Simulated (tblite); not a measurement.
**Run report: C$_{2}$H$_{14}$N$_{2}$Si$_{3}$, geometry relaxation (part 2 of 2)**

Continued. System: C$_{2}$H$_{14}$N$_{2}$Si$_{3}$, SMILES C[C@H]([SiH3])[SiH2][SiH](N)N. Method: GFN2-xTB geometry optimisation, gas phase (tblite 0.8.0). 

Geometry of the input (Å):
```
C  -1.9407  -1.2894  -0.9774
C  -1.6848  -0.6533  0.3854
Si -2.0901  1.1636  0.5176
Si 0.0788  -0.8183  1.0136
Si 1.6717  0.1321  -0.3564
N  1.7585  1.8139  -0.2925
N  3.2773  -0.1316  0.0857
H  -1.3618  -0.8052  -1.7707
H  -1.6933  -2.3570  -0.9761
H  -3.0125  -1.1992  -1.2425
H  -2.3226  -1.1797  1.1172
H  -3.5698  1.3182  0.3471
H  -1.7420  1.7432  1.8445
H  -1.4528  1.9170  -0.5932
H  0.1937  -0.2998  2.4163
H  0.3820  -2.2805  1.1211
H  1.5557  -0.2682  -1.7703
H  2.2307  2.0468  0.5830
H  2.3835  2.1562  -1.0131
H  3.8972  0.1329  -0.6689
H  3.4324  -1.1249  0.2293
```

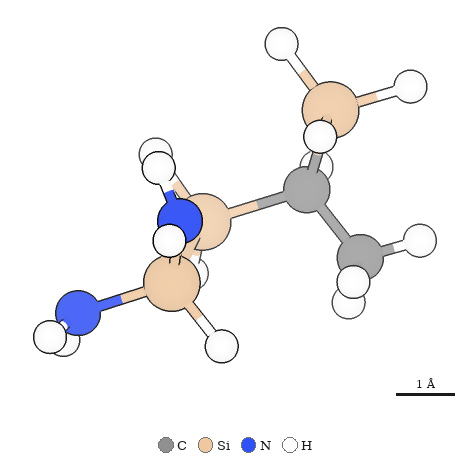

*The geometry at step 164 of the log (ball-and-stick view, seen at a tilt).*

Trajectory as extended XYZ, continued:
```
21
Properties=species:S:1:pos:R:3:forces:R:3 step=61 energy=-611.16386
C    -1.8586   -1.2308   -0.9035    0.0090  -0.0050  -0.0070
C    -1.5937   -0.5958    0.4604   -0.0120   0.0100   0.0090
Si   -2.1468    1.2232    0.4794   -0.0160   0.0290   0.0020
Si    0.2244   -0.8504    0.9878    0.0200   0.0080  -0.0020
Si    1.7290    0.1011   -0.4637    0.0080   0.0070  -0.0200
N     1.6396    1.8248   -0.3695    0.0240  -0.0140  -0.0050
N     3.2882   -0.4837    0.0305   -0.0240   0.0120  -0.0080
H    -1.2737   -0.7398   -1.6787    0.0030   0.0190  -0.0090
H    -1.5899   -2.2870   -0.9004   -0.0060  -0.0170   0.0020
H    -2.9112   -1.1536   -1.1765    0.0070  -0.0020  -0.0030
H    -2.2097   -1.1272    1.1932   -0.0060  -0.0030   0.0230
H    -3.5943    1.2969    0.2270    0.0230  -0.0020  -0.0060
H    -1.8867    1.8084    1.7989    0.0010  -0.0080  -0.0150
H    -1.4441    1.9766   -0.5594   -0.0070  -0.0080   0.0190
H     0.3311   -0.3841    2.3825   -0.0100  -0.0040   0.0080
H     0.4154   -2.3151    1.0788    0.0080  -0.0070   0.0040
H     1.5040   -0.1087   -1.9103    0.0040  -0.0020  -0.0060
H     1.6433    2.2620    0.5374   -0.0170  -0.0150   0.0100
H     2.1951    2.3775   -1.0028   -0.0040  -0.0110   0.0010
H     4.1160   -0.1083   -0.4071   -0.0050  -0.0140   0.0100
H     3.4140   -1.4690    0.1956    0.0000   0.0250  -0.0050
21
Properties=species:S:1:pos:R:3:forces:R:3 step=82 energy=-611.16534
C    -1.8543   -1.2273   -0.9002   -0.0030   0.0030   0.0040
C    -1.5920   -0.5939    0.4655   -0.0030   0.0010  -0.0020
Si   -2.1426    1.2265    0.4839    0.0020  -0.0050   0.0010
Si    0.2280   -0.8501    0.9877   -0.0060   0.0040  -0.0080
Si    1.7227    0.0927   -0.4795    0.0020   0.0090  -0.0040
N     1.6305    1.8154   -0.3844    0.0060   0.0060   0.0060
N     3.2834   -0.4778    0.0220    0.0040  -0.0010   0.0030
H    -1.2701   -0.7316   -1.6737    0.0030  -0.0070   0.0060
H    -1.5855   -2.2840   -0.8978    0.0000   0.0060  -0.0080
H    -2.9064   -1.1507   -1.1751    0.0000  -0.0030   0.0010
H    -2.2081   -1.1249    1.1995    0.0040   0.0020  -0.0020
H    -3.5831    1.3046    0.2045   -0.0060  -0.0010  -0.0040
H    -1.9022    1.8030    1.8099    0.0010   0.0010   0.0050
H    -1.4204    1.9845   -0.5364    0.0050   0.0030   0.0000
H     0.3308   -0.3793    2.3814    0.0070   0.0000   0.0040
H     0.4265   -2.3135    1.0841   -0.0030  -0.0060   0.0040
H     1.5065   -0.1255   -1.9264    0.0000  -0.0010   0.0010
H     1.5699    2.2440    0.5248   -0.0050  -0.0020  -0.0100
H     2.2326    2.3698   -0.9718   -0.0080  -0.0040   0.0000
H     4.1105   -0.1052   -0.4185    0.0010   0.0000   0.0030
H     3.4146   -1.4596    0.2000    0.0010  -0.0040  -0.0010
21
Properties=species:S:1:pos:R:3:forces:R:3 step=123 energy=-611.16582
C    -1.8542   -1.2155   -0.9027    0.0000  -0.0010   0.0000
C    -1.5907   -0.5919    0.4672   -0.0010   0.0010   0.0010
Si   -2.1395    1.2287    0.5004   -0.0030   0.0060  -0.0010
Si    0.2292   -0.8558    0.9862    0.0030  -0.0020   0.0010
Si    1.7270    0.0786   -0.4840    0.0010  -0.0030   0.0010
N     1.6171    1.8008   -0.4125   -0.0050  -0.0020  -0.0050
N     3.2890   -0.4728    0.0356   -0.0010   0.0020  -0.0010
H    -1.2681   -0.7165   -1.6725   -0.0050   0.0030   0.0000
H    -1.5873   -2.2725   -0.9084    0.0020  -0.0010   0.0000
H    -2.9064   -1.1360   -1.1761    0.0020   0.0040  -0.0070
H    -2.2080   -1.1271    1.1967    0.0040  -0.0020   0.0060
H    -3.5715    1.3139    0.1812   -0.0030  -0.0020   0.0010
H    -1.9361    1.7833    1.8421    0.0020  -0.0040   0.0030
H    -1.3892    2.0065   -0.4842    0.0020  -0.0020  -0.0030
H     0.3398   -0.3852    2.3797    0.0010   0.0000   0.0000
H     0.4208   -2.3203    1.0840   -0.0040  -0.0010   0.0010
H     1.5210   -0.1644   -1.9287    0.0010   0.0060   0.0020
H     1.5384    2.2435    0.4882    0.0030  -0.0010  -0.0040
H     2.2108    2.3568   -1.0064    0.0020  -0.0020   0.0020
H     4.1162   -0.0823   -0.3891   -0.0010  -0.0030   0.0010
H     3.4328   -1.4548    0.2028   -0.0010   0.0050   0.0020
21
Properties=species:S:1:pos:R:3:forces:R:3 step=143 energy=-611.16606
C    -1.8532   -1.2032   -0.9077   -0.0010   0.0030   0.0060
C    -1.5921   -0.5930    0.4687    0.0060   0.0050   0.0020
Si   -2.1390    1.2280    0.5153    0.0010   0.0000   0.0030
Si    0.2277   -0.8628    0.9860    0.0050   0.0020  -0.0040
Si    1.7267    0.0680   -0.4864   -0.0010  -0.0020  -0.0040
N     1.6061    1.7908   -0.4397   -0.0010  -0.0020  -0.0020
N     3.2906   -0.4613    0.0502   -0.0030   0.0020  -0.0010
H    -1.2670   -0.6951   -1.6715   -0.0020  -0.0030   0.0040
H    -1.5853   -2.2599   -0.9239   -0.0020   0.0040  -0.0030
H    -2.9050   -1.1204   -1.1817    0.0010  -0.0040  -0.0060
H    -2.2103   -1.1335    1.1940    0.0060  -0.0020  -0.0070
H    -3.5675    1.3163    0.1813    0.0010   0.0030   0.0010
H    -1.9501    1.7655    1.8663    0.0010  -0.0010  -0.0020
H    -1.3744    2.0138   -0.4521   -0.0060  -0.0020   0.0010
H     0.3446   -0.3941    2.3795   -0.0020   0.0010   0.0000
H     0.4132   -2.3283    1.0828    0.0000   0.0000  -0.0020
H     1.5342   -0.1899   -1.9309   -0.0020  -0.0020   0.0110
H     1.5329    2.2457    0.4554   -0.0020  -0.0010  -0.0010
H     2.1998    2.3377   -1.0423   -0.0010   0.0030   0.0000
H     4.1154   -0.0685   -0.3770    0.0030  -0.0070   0.0040
H     3.4437   -1.4390    0.2334   -0.0010   0.0040   0.0000
21
Properties=species:S:1:pos:R:3:forces:R:3 step=164 energy=-611.16667
C    -1.8443   -1.1625   -0.9282    0.0010   0.0030   0.0030
C    -1.5877   -0.5929    0.4664   -0.0020  -0.0010   0.0020
Si   -2.1408    1.2236    0.5649    0.0020  -0.0040   0.0010
Si    0.2308   -0.8742    0.9810   -0.0030   0.0030  -0.0060
Si    1.7346    0.0439   -0.4932    0.0030   0.0070   0.0010
N     1.5764    1.7643   -0.5237    0.0030  -0.0010   0.0030
N     3.2946   -0.4360    0.0976    0.0030   0.0010   0.0050
H    -1.2597   -0.6273   -1.6744   -0.0030  -0.0030  -0.0020
H    -1.5703   -2.2168   -0.9776   -0.0020   0.0060   0.0020
H    -2.8964   -1.0773   -1.2010    0.0060  -0.0030  -0.0030
H    -2.2058   -1.1564    1.1737   -0.0010  -0.0030  -0.0010
H    -3.5670    1.3212    0.2250   -0.0010   0.0010   0.0020
H    -1.9598    1.7196    1.9324    0.0020   0.0040   0.0030
H    -1.3721    2.0384   -0.3745   -0.0040   0.0070  -0.0030
H     0.3522   -0.4180    2.3782   -0.0020  -0.0010  -0.0020
H     0.4097   -2.3414    1.0640   -0.0010  -0.0030   0.0040
H     1.5741   -0.2792   -1.9273    0.0030  -0.0010  -0.0040
H     1.4871    2.2569    0.3499   -0.0010  -0.0060  -0.0020
H     2.1609    2.2984   -1.1466   -0.0010  -0.0080   0.0010
H     4.1261   -0.0699   -0.3400   -0.0020   0.0050  -0.0020
H     3.4485   -1.3973    0.3528    0.0000  -0.0010  -0.0030
21
Properties=species:S:1:pos:R:3:forces:R:3 step=184 energy=-611.16711
C    -1.8374   -1.1289   -0.9472   -0.0010   0.0050   0.0040
C    -1.5869   -0.5887    0.4602   -0.0030   0.0000   0.0010
Si   -2.1456    1.2231    0.6055    0.0010   0.0010  -0.0020
Si    0.2299   -0.8838    0.9724   -0.0050  -0.0090   0.0110
Si    1.7459    0.0138   -0.5011    0.0080   0.0020   0.0070
N     1.5517    1.7286   -0.5881    0.0030  -0.0050   0.0020
N     3.3032   -0.4127    0.1367   -0.0030  -0.0020   0.0030
H    -1.2519   -0.5761   -1.6801   -0.0060  -0.0020   0.0020
H    -1.5595   -2.1811   -1.0179   -0.0020   0.0110   0.0030
H    -2.8888   -1.0425   -1.2216    0.0020   0.0030  -0.0040
H    -2.2060   -1.1686    1.1534    0.0020  -0.0060  -0.0030
H    -3.5762    1.3229    0.2861   -0.0030  -0.0020  -0.0020
H    -1.9510    1.6909    1.9814    0.0040  -0.0030  -0.0010
H    -1.3949    2.0684   -0.3218    0.0020  -0.0020  -0.0060
H     0.3550   -0.4279    2.3692    0.0020   0.0020   0.0020
H     0.3932   -2.3528    1.0604    0.0050  -0.0020  -0.0020
H     1.6248   -0.3600   -1.9264   -0.0050   0.0010  -0.0070
H     1.4453    2.2434    0.2708   -0.0010   0.0020  -0.0070
H     2.1344    2.2540   -1.2198   -0.0010   0.0010   0.0020
H     4.1345   -0.0425   -0.2982   -0.0030  -0.0060   0.0050
H     3.4715   -1.3623    0.4254    0.0050   0.0120  -0.0080
21
Properties=species:S:1:pos:R:3:forces:R:3 step=205 energy=-611.16745
C    -1.8349   -1.0984   -0.9603    0.0020   0.0000  -0.0010
C    -1.5863   -0.5893    0.4589    0.0010   0.0010  -0.0010
Si   -2.1463    1.2195    0.6318   -0.0010   0.0000   0.0010
Si    0.2288   -0.8959    0.9722    0.0030   0.0020  -0.0020
Si    1.7527   -0.0088   -0.5005    0.0010   0.0000  -0.0020
N     1.5350    1.6999   -0.6350    0.0010  -0.0020   0.0010
N     3.3081   -0.3946    0.1670   -0.0020   0.0010   0.0030
H    -1.2471   -0.5305   -1.6794    0.0010   0.0000  -0.0010
H    -1.5587   -2.1488   -1.0541   -0.0010  -0.0020   0.0030
H    -2.8855   -1.0034   -1.2356    0.0010  -0.0010   0.0010
H    -2.2070   -1.1833    1.1386   -0.0020   0.0020  -0.0030
H    -3.5823    1.3181    0.3358    0.0020   0.0000   0.0010
H    -1.9296    1.6761    2.0080    0.0030   0.0020   0.0010
H    -1.4135    2.0735   -0.3024    0.0010  -0.0020   0.0000
H     0.3560   -0.4385    2.3683    0.0000  -0.0030   0.0020
H     0.3888   -2.3651    1.0592   -0.0020  -0.0010  -0.0010
H     1.6545   -0.4183   -1.9183   -0.0020  -0.0020   0.0000
H     1.4055    2.2363    0.2073    0.0010   0.0000  -0.0030
H     2.1212    2.2166   -1.2706   -0.0020   0.0020   0.0020
H     4.1382   -0.0110   -0.2585   -0.0020   0.0000   0.0000
H     3.4934   -1.3372    0.4673   -0.0020   0.0030  -0.0010
21
Properties=species:S:1:pos:R:3:forces:R:3 step=226 energy=-611.16759
C    -1.8298   -1.0807   -0.9690    0.0000   0.0020   0.0000
C    -1.5858   -0.5883    0.4570    0.0010  -0.0010  -0.0010
Si   -2.1396    1.2202    0.6512    0.0000  -0.0030  -0.0010
Si    0.2269   -0.9082    0.9705   -0.0020   0.0030  -0.0010
Si    1.7529   -0.0229   -0.5008   -0.0030   0.0010   0.0010
N     1.5179    1.6803   -0.6718   -0.0010   0.0010  -0.0010
N     3.3058   -0.3740    0.1908    0.0010   0.0000   0.0010
H    -1.2373   -0.5062   -1.6789    0.0010   0.0000  -0.0010
H    -1.5553   -2.1308   -1.0728   -0.0020   0.0010   0.0020
H    -2.8787   -0.9805   -1.2484   -0.0010   0.0000   0.0040
H    -2.2115   -1.1881    1.1270    0.0010   0.0010   0.0000
H    -3.5781    1.3249    0.3707    0.0000   0.0020  -0.0010
H    -1.9069    1.6655    2.0285    0.0010   0.0000   0.0010
H    -1.4137    2.0807   -0.2824    0.0000  -0.0010  -0.0020
H     0.3575   -0.4632    2.3702   -0.0010  -0.0010   0.0000
H     0.3775   -2.3790    1.0463    0.0010  -0.0030   0.0000
H     1.6715   -0.4627   -1.9106    0.0030   0.0010  -0.0010
H     1.3737    2.2322    0.1579   -0.0010  -0.0020   0.0020
H     2.1073    2.1903   -1.3100   -0.0020   0.0010  -0.0010
H     4.1344    0.0171   -0.2305    0.0010   0.0000  -0.0010
H     3.5021   -1.3097    0.5047    0.0020  -0.0020   0.0020
```
